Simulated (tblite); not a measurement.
# C4H11NSi: saddle-point search

System: C4H11NSi.
Method: GFN2-xTB saddle search (eigenvector following) and harmonic vibrations, gas phase (tblite 0.8.0).

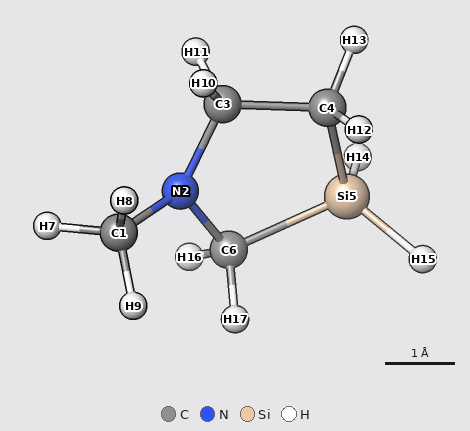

The starting structure (ball-and-stick view, seen at a tilt; atoms are numbered from 1 in the order of the input). Bond lengths as drawn: C–C 1.54 Å, C–H 1.09 to 1.10 Å, C–N 1.43 to 1.44 Å, C–Si 1.90 to 1.91 Å and H–Si 1.47 Å.

Input
```
{"job": {"xc": "GFN2-xTB", "basis": "xTB", "kind": "saddle"}, "charge": 0, "multiplicity": 1}
C      2.049721    -0.031388    -0.588111
N      0.636013    -0.260332    -0.502887
C      0.103699    -1.094310     0.546736
C     -1.015417    -0.387963     1.330245
Si    -1.809472     0.774714     0.056085
C     -0.253439     0.734304    -1.053449
H      2.491117    -0.607801    -1.413830
H      2.555194    -0.327659     0.334537
H      2.267607     1.026107    -0.768867
H      0.915678    -1.399522     1.214346
H     -0.310688    -2.012781     0.100031
H     -0.589558     0.180336     2.157953
H     -1.693036    -1.120511     1.762157
H     -2.993531     0.213327    -0.599337
H     -2.105824     2.104341     0.595412
H     -0.485924     0.492447    -2.099741
H      0.237861     1.716689    -1.071279
```

The first line tells a small driver script what to run in tblite; the rest is the geometry in Å.

Hardware: 1 CPU thread, shared host.

Launch command:
```bash
OMP_NUM_THREADS=1 python <driver script> task.json out
```

What the program printed
```
step      E/eV     max force
  0    -511.59854   0.0330
  1    -511.59371   0.1508
  2    -511.59851   0.0353
  3    -511.59832   0.0355
  4    -511.60090   0.0779
  5    -511.59965   0.0140
  6    -511.60081   0.0093
  7    -511.60206   0.0351
  8    -511.60135   0.0091
  9    -511.60204   0.0151
 10    -511.60269   0.0222
 11    -511.60333   0.0174
 12    -511.60414   0.0327
 13    -511.60485   0.0193
 14    -511.60580   0.0469
 15    -511.60533   0.0103
 16    -511.60583   0.0082
 17    -511.60635   0.0337
 18    -511.60607   0.0066
 19    -511.60637   0.0130
 20    -511.60662   0.0181
 21    -511.60682   0.0136
 22    -511.60702   0.0257
 23    -511.60719   0.0283
 24    -511.60726   0.0070
 25    -511.60726   0.0234
 26    -511.60728   0.0042
 27    -511.60728   0.0017
lowest wavenumbers (cm-1): -251.9 55.0 102.1 173.7 364.4 400.0
```

Trajectory as extended XYZ (Å, eV, eV/Å), 12 frames, from step=0 to step=27
```
17
Properties=species:S:1:pos:R:3:forces:R:3 step=0 energy=-511.59854
C     2.0497   -0.0314   -0.5881   -0.0050  -0.0030   0.0030
N     0.6360   -0.2603   -0.5029    0.0030  -0.0120  -0.0220
C     0.1037   -1.0943    0.5467   -0.0120  -0.0040  -0.0080
C    -1.0154   -0.3880    1.3302    0.0180   0.0180   0.0030
Si   -1.8095    0.7747    0.0561    0.0020  -0.0030   0.0010
C    -0.2534    0.7343   -1.0534    0.0000   0.0030   0.0100
H     2.4911   -0.6078   -1.4138    0.0250   0.0190   0.0100
H     2.5552   -0.3277    0.3345   -0.0030  -0.0060   0.0080
H     2.2676    1.0261   -0.7689   -0.0130   0.0030   0.0160
H     0.9157   -1.3995    1.2143    0.0030  -0.0140  -0.0060
H    -0.3107   -2.0128    0.1000   -0.0230   0.0030   0.0020
H    -0.5896    0.1803    2.1580    0.0110   0.0060  -0.0090
H    -1.6930   -1.1205    1.7622    0.0040   0.0050   0.0090
H    -2.9935    0.2133   -0.5993    0.0060  -0.0100   0.0010
H    -2.1058    2.1043    0.5954    0.0020   0.0000  -0.0050
H    -0.4859    0.4924   -2.0997   -0.0190   0.0020  -0.0120
H     0.2379    1.7167   -1.0713   -0.0010  -0.0050  -0.0010
17
Properties=species:S:1:pos:R:3:forces:R:3 step=2 energy=-511.59851
C     2.0561   -0.0253   -0.5792   -0.0100  -0.0050   0.0080
N     0.6431   -0.2348   -0.4783   -0.0150  -0.0190  -0.0140
C     0.0987   -1.0947    0.5397   -0.0030  -0.0090  -0.0070
C    -1.0129   -0.3878    1.3333    0.0110   0.0080   0.0020
Si   -1.8084    0.7758    0.0605    0.0020  -0.0010  -0.0010
C    -0.2554    0.7337   -1.0553    0.0020   0.0000   0.0040
H     2.4904   -0.6135   -1.4004    0.0260   0.0000  -0.0140
H     2.5641   -0.3156    0.3436   -0.0030  -0.0080   0.0250
H     2.2800    1.0275   -0.7721   -0.0030   0.0340   0.0090
H     0.9049   -1.4278    1.2012   -0.0050  -0.0060  -0.0130
H    -0.3298   -1.9959    0.0692   -0.0110   0.0060   0.0050
H    -0.5784    0.1795    2.1570    0.0110   0.0050  -0.0060
H    -1.6894   -1.1185    1.7700    0.0030   0.0040   0.0080
H    -2.9903    0.2088   -0.5945    0.0020  -0.0050   0.0030
H    -2.1078    2.1048    0.5987    0.0030   0.0020  -0.0030
H    -0.4922    0.4649   -2.0952   -0.0100   0.0010  -0.0050
H     0.2273    1.7189   -1.0982    0.0010  -0.0070  -0.0010
17
Properties=species:S:1:pos:R:3:forces:R:3 step=4 energy=-511.60090
C     2.0657   -0.0021   -0.5520    0.0260   0.0030  -0.0080
N     0.6556   -0.1945   -0.4345   -0.0760   0.0170  -0.0020
C     0.0870   -1.1012    0.5224    0.0160  -0.0170  -0.0070
C    -1.0053   -0.3875    1.3381    0.0090  -0.0110   0.0040
Si   -1.8015    0.7811    0.0687    0.0060   0.0010  -0.0070
C    -0.2630    0.7140   -1.0712    0.0310  -0.0010  -0.0220
H     2.4961   -0.5779   -1.3881    0.0000   0.0190   0.0160
H     2.5734   -0.3133    0.3651   -0.0090   0.0060  -0.0210
H     2.2940    1.0551   -0.7256   -0.0050  -0.0260   0.0150
H     0.8812   -1.4895    1.1688   -0.0330   0.0150  -0.0300
H    -0.3711   -1.9662    0.0077    0.0250   0.0460   0.0190
H    -0.5465    0.1777    2.1506   -0.0040  -0.0110  -0.0140
H    -1.6816   -1.1101    1.7893    0.0060   0.0080  -0.0020
H    -2.9951    0.2179   -0.5694    0.0010   0.0030   0.0040
H    -2.0817    2.1162    0.6012    0.0050  -0.0010  -0.0020
H    -0.5123    0.3792   -2.0928    0.0200   0.0050   0.0570
H     0.2052    1.7012   -1.1783   -0.0190  -0.0560  -0.0010
17
Properties=species:S:1:pos:R:3:forces:R:3 step=7 energy=-511.60206
C     2.0648    0.0011   -0.5502    0.0170   0.0080  -0.0010
N     0.6548   -0.1970   -0.4343    0.0000   0.0040  -0.0060
C     0.0865   -1.1009    0.5238    0.0010  -0.0010   0.0000
C    -1.0046   -0.3854    1.3387    0.0010   0.0000   0.0000
Si   -1.8001    0.7815    0.0671    0.0010   0.0010  -0.0020
C    -0.2635    0.7070   -1.0746    0.0030  -0.0010  -0.0050
H     2.4937   -0.5476   -1.4054   -0.0090   0.0240   0.0240
H     2.5738   -0.3391    0.3554   -0.0090   0.0060  -0.0260
H     2.2930    1.0640   -0.6900   -0.0050  -0.0310   0.0120
H     0.8792   -1.4894    1.1694   -0.0020  -0.0010  -0.0020
H    -0.3723   -1.9640    0.0101    0.0010   0.0030   0.0000
H    -0.5444    0.1807    2.1492    0.0010  -0.0010   0.0000
H    -1.6811   -1.1059    1.7920    0.0000   0.0010   0.0000
H    -2.9963    0.2193   -0.5664    0.0000   0.0030   0.0020
H    -2.0752    2.1191    0.5958    0.0040   0.0000  -0.0010
H    -0.5133    0.3650   -2.0918    0.0010  -0.0040   0.0090
H     0.2052    1.6915   -1.1888   -0.0040  -0.0110  -0.0050
17
Properties=species:S:1:pos:R:3:forces:R:3 step=9 energy=-511.60204
C     2.0649    0.0009   -0.5498    0.0060   0.0040   0.0000
N     0.6549   -0.1957   -0.4333    0.0000   0.0010  -0.0020
C     0.0859   -1.1010    0.5229    0.0000  -0.0010   0.0000
C    -1.0040   -0.3850    1.3390    0.0000   0.0000   0.0000
Si   -1.8003    0.7811    0.0672    0.0010   0.0010   0.0000
C    -0.2634    0.7077   -1.0742    0.0010  -0.0020  -0.0030
H     2.4935   -0.5492   -1.4033   -0.0030   0.0130   0.0070
H     2.5737   -0.3376    0.3559   -0.0030   0.0000  -0.0100
H     2.2936    1.0627   -0.6914   -0.0020  -0.0090   0.0090
H     0.8783   -1.4915    1.1677   -0.0010  -0.0010   0.0000
H    -0.3741   -1.9625    0.0079    0.0000   0.0010   0.0000
H    -0.5424    0.1817    2.1482    0.0000  -0.0010   0.0000
H    -1.6800   -1.1050    1.7938    0.0000   0.0000   0.0000
H    -2.9956    0.2171   -0.5666   -0.0010   0.0030   0.0020
H    -2.0773    2.1185    0.5952    0.0040   0.0010   0.0000
H    -0.5127    0.3657   -2.0913   -0.0010  -0.0050   0.0030
H     0.2049    1.6922   -1.1881   -0.0020  -0.0060  -0.0050
17
Properties=species:S:1:pos:R:3:forces:R:3 step=12 energy=-511.60414
C     2.0654    0.0111   -0.5452    0.0170   0.0050   0.0010
N     0.6576   -0.1948   -0.4245    0.0030   0.0010  -0.0040
C     0.0863   -1.1006    0.5288    0.0000   0.0000   0.0010
C    -1.0059   -0.3825    1.3404    0.0000   0.0000   0.0000
Si   -1.7961    0.7843    0.0648    0.0010   0.0010  -0.0010
C    -0.2653    0.6900   -1.0838    0.0000  -0.0010  -0.0020
H     2.4827   -0.4766   -1.4419   -0.0100   0.0210   0.0230
H     2.5822   -0.3935    0.3277   -0.0090   0.0080  -0.0270
H     2.2959    1.0817   -0.6122   -0.0020  -0.0270   0.0080
H     0.8758   -1.4919    1.1763    0.0000   0.0000   0.0010
H    -0.3734   -1.9614    0.0120    0.0000   0.0000   0.0000
H    -0.5463    0.1836    2.1510   -0.0010  -0.0010   0.0000
H    -1.6850   -1.1012    1.7930   -0.0010   0.0000  -0.0010
H    -3.0008    0.2302   -0.5598    0.0000   0.0030   0.0010
H    -2.0557    2.1272    0.5879    0.0040   0.0010   0.0000
H    -0.5188    0.3227   -2.0912    0.0000  -0.0040   0.0030
H     0.2015    1.6715   -1.2232   -0.0020  -0.0060  -0.0040
17
Properties=species:S:1:pos:R:3:forces:R:3 step=14 energy=-511.60580
C     2.0660    0.0331   -0.5312    0.0240   0.0060  -0.0010
N     0.6611   -0.1911   -0.4166   -0.0010   0.0090  -0.0130
C     0.0878   -1.1042    0.5270    0.0000   0.0000   0.0010
C    -1.0094   -0.3902    1.3370   -0.0010   0.0000   0.0010
Si   -1.7847    0.7966    0.0696   -0.0010   0.0030  -0.0040
C    -0.2730    0.6615   -1.1019    0.0040   0.0030  -0.0070
H     2.4872   -0.4144   -1.4475   -0.0160   0.0240   0.0370
H     2.5853   -0.4025    0.3247   -0.0120   0.0150  -0.0360
H     2.2881    1.1086   -0.5544   -0.0030  -0.0440   0.0050
H     0.8741   -1.4987    1.1759    0.0000   0.0000   0.0010
H    -0.3695   -1.9617    0.0024    0.0010   0.0000   0.0000
H    -0.5545    0.1634    2.1589   -0.0020  -0.0010  -0.0010
H    -1.6964   -1.1107    1.7748    0.0010   0.0010  -0.0010
H    -3.0153    0.2801   -0.5368    0.0060   0.0040   0.0030
H    -1.9950    2.1467    0.5977    0.0030  -0.0070  -0.0030
H    -0.5426    0.2481   -2.0879    0.0060   0.0040   0.0190
H     0.1907    1.6353   -1.2918   -0.0070  -0.0180   0.0010
17
Properties=species:S:1:pos:R:3:forces:R:3 step=17 energy=-511.60635
C     2.0661    0.0331   -0.5335    0.0190   0.0020   0.0020
N     0.6618   -0.1903   -0.4125    0.0030   0.0020  -0.0040
C     0.0888   -1.1019    0.5326    0.0000   0.0000   0.0010
C    -1.0113   -0.3876    1.3382    0.0000   0.0000   0.0000
Si   -1.7852    0.7956    0.0665    0.0000   0.0000  -0.0010
C    -0.2720    0.6589   -1.1019    0.0000   0.0000  -0.0010
H     2.4752   -0.3855   -1.4681   -0.0110   0.0170   0.0270
H     2.5914   -0.4332    0.3016   -0.0110   0.0130  -0.0290
H     2.2938    1.1077   -0.5232   -0.0010  -0.0300   0.0030
H     0.8745   -1.4928    1.1845    0.0000   0.0010   0.0010
H    -0.3659   -1.9621    0.0099    0.0010   0.0000   0.0010
H    -0.5595    0.1683    2.1601   -0.0010   0.0000   0.0000
H    -1.6985   -1.1081    1.7756    0.0000   0.0000   0.0000
H    -3.0144    0.2773   -0.5404    0.0000   0.0010   0.0000
H    -1.9969    2.1465    0.5910    0.0010   0.0000  -0.0010
H    -0.5391    0.2422   -2.0866    0.0010  -0.0010   0.0030
H     0.1912    1.6319   -1.2938   -0.0010  -0.0040  -0.0010
17
Properties=species:S:1:pos:R:3:forces:R:3 step=19 energy=-511.60637
C     2.0661    0.0323   -0.5340    0.0070   0.0010   0.0010
N     0.6617   -0.1901   -0.4125    0.0010   0.0010  -0.0010
C     0.0888   -1.1017    0.5327    0.0000   0.0000   0.0010
C    -1.0113   -0.3874    1.3383    0.0000   0.0000   0.0000
Si   -1.7857    0.7952    0.0664    0.0000   0.0000   0.0000
C    -0.2717    0.6599   -1.1013    0.0000  -0.0010  -0.0010
H     2.4747   -0.3871   -1.4675   -0.0040   0.0090   0.0080
H     2.5914   -0.4330    0.3009   -0.0040   0.0030  -0.0120
H     2.2946    1.1062   -0.5249    0.0000  -0.0100   0.0030
H     0.8745   -1.4925    1.1845    0.0000   0.0010   0.0010
H    -0.3660   -1.9619    0.0101    0.0000   0.0000   0.0010
H    -0.5593    0.1690    2.1598   -0.0010   0.0000   0.0000
H    -1.6981   -1.1078    1.7763    0.0000   0.0000   0.0000
H    -3.0139    0.2755   -0.5412    0.0000   0.0010   0.0000
H    -1.9991    2.1459    0.5906    0.0010   0.0000   0.0000
H    -0.5382    0.2444   -2.0866    0.0000  -0.0020   0.0010
H     0.1915    1.6332   -1.2917   -0.0010  -0.0020  -0.0020
17
Properties=species:S:1:pos:R:3:forces:R:3 step=22 energy=-511.60702
C     2.0667    0.0327   -0.5374    0.0140   0.0000   0.0030
N     0.6633   -0.1877   -0.4041    0.0030   0.0000  -0.0020
C     0.0909   -1.0975    0.5428    0.0000   0.0000   0.0010
C    -1.0149   -0.3831    1.3404    0.0000   0.0000   0.0000
Si   -1.7866    0.7937    0.0612    0.0000   0.0000   0.0000
C    -0.2703    0.6543   -1.1023    0.0000   0.0000   0.0000
H     2.4531   -0.3325   -1.5026   -0.0070   0.0110   0.0200
H     2.6015   -0.4884    0.2572   -0.0100   0.0110  -0.0210
H     2.3070    1.1031   -0.4668   -0.0010  -0.0210   0.0000
H     0.8753   -1.4817    1.2000    0.0000   0.0010   0.0000
H    -0.3589   -1.9623    0.0229    0.0000   0.0000   0.0000
H    -0.5686    0.1770    2.1624    0.0000   0.0000   0.0000
H    -1.7023   -1.1038    1.7772    0.0000   0.0000   0.0000
H    -3.0137    0.2718   -0.5468    0.0000   0.0010   0.0000
H    -2.0011    2.1466    0.5795    0.0010   0.0000   0.0000
H    -0.5329    0.2307   -2.0853    0.0000  -0.0010   0.0000
H     0.1916    1.6270   -1.2983    0.0000  -0.0010  -0.0010
17
Properties=species:S:1:pos:R:3:forces:R:3 step=24 energy=-511.60726
C     2.0672    0.0364   -0.5373    0.0040   0.0010   0.0010
N     0.6646   -0.1854   -0.3986    0.0000   0.0010  -0.0020
C     0.0930   -1.0952    0.5484    0.0000   0.0000   0.0000
C    -1.0182   -0.3829    1.3405    0.0000   0.0000   0.0000
Si   -1.7851    0.7953    0.0593    0.0000   0.0000   0.0000
C    -0.2710    0.6468   -1.1056    0.0000   0.0000  -0.0010
H     2.4413   -0.2935   -1.5190   -0.0020   0.0030   0.0060
H     2.6069   -0.5165    0.2308   -0.0020   0.0030  -0.0050
H     2.3138    1.1024   -0.4290    0.0000  -0.0070   0.0000
H     0.8766   -1.4745    1.2094    0.0000   0.0000   0.0000
H    -0.3520   -1.9632    0.0294    0.0000   0.0000   0.0000
H    -0.5774    0.1764    2.1659    0.0000   0.0000   0.0000
H    -1.7074   -1.1049    1.7723    0.0000   0.0000   0.0000
H    -3.0163    0.2800   -0.5461    0.0000   0.0000   0.0000
H    -1.9908    2.1502    0.5761    0.0000   0.0000   0.0000
H    -0.5345    0.2110   -2.0832    0.0000   0.0010   0.0010
H     0.1894    1.6176   -1.3133   -0.0010  -0.0020   0.0000
17
Properties=species:S:1:pos:R:3:forces:R:3 step=27 energy=-511.60728
C     2.0675    0.0339   -0.5395    0.0010   0.0000   0.0000
N     0.6649   -0.1843   -0.3962    0.0000   0.0000   0.0000
C     0.0932   -1.0933    0.5517    0.0000   0.0000   0.0000
C    -1.0187   -0.3803    1.3417    0.0000   0.0000   0.0000
Si   -1.7870    0.7932    0.0570    0.0000   0.0000   0.0000
C    -0.2697    0.6484   -1.1039    0.0000   0.0000   0.0000
H     2.4334   -0.2813   -1.5288    0.0000   0.0010   0.0010
H     2.6091   -0.5345    0.2154   -0.0010   0.0010  -0.0010
H     2.3204    1.0967   -0.4150    0.0000  -0.0010   0.0000
H     0.8766   -1.4710    1.2138    0.0000   0.0000   0.0000
H    -0.3510   -1.9625    0.0338    0.0000   0.0000   0.0000
H    -0.5783    0.1823    2.1653    0.0000   0.0000   0.0000
H    -1.7068   -1.1019    1.7759    0.0000   0.0000   0.0000
H    -3.0145    0.2716   -0.5506    0.0000   0.0000   0.0000
H    -1.9998    2.1480    0.5708    0.0000   0.0000   0.0000
H    -0.5298    0.2148   -2.0834    0.0000   0.0000   0.0000
H     0.1904    1.6203   -1.3080    0.0000   0.0000   0.0000
```

Summary

- outcome: converged
- total energy: −511.6073 eV
- point group: C1
- wall time: 4.7 s
- peak memory: 0.19 GiB
